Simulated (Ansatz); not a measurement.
## SrO, response to strain

Take SrO in the rock salt structure (space group Fm-3m, No. 225) as the base.

```
CELL_PARAMETERS angstrom
      0.00000     2.59750     2.59750
      2.59750     0.00000     2.59750
      2.59750     2.59750     0.00000
ATOMIC_POSITIONS crystal
  O  0.00000 0.00000 0.00000
  Sr 0.50000 0.50000 0.50000
```

Strains are applied to the cell and any free atomic positions relax.

Computed with DFT with PBE, PAW potentials and a 420 eV plane-wave cutoff in Ansatz (a quantum-chemistry and plane-wave program), scalar-relativistic without spin-orbit coupling.

Notes on the quantities. energy relative to the base: free energy F.

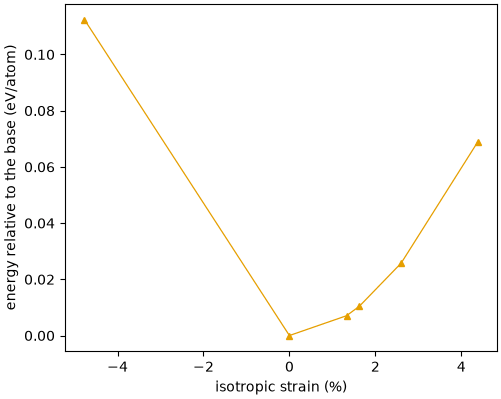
Figure: Energy relative to the base against isotropic strain

Task: From the plot, what is the energy relative to the base for isotropic strain +1.63 %?

Result: About 0.010 eV/atom.

Task: Is the trend monotonic over the range shown?

Result: No, it turns within the range, spanning 0 meV/atom to +112 meV/atom.

Stability against distortions was not tested.
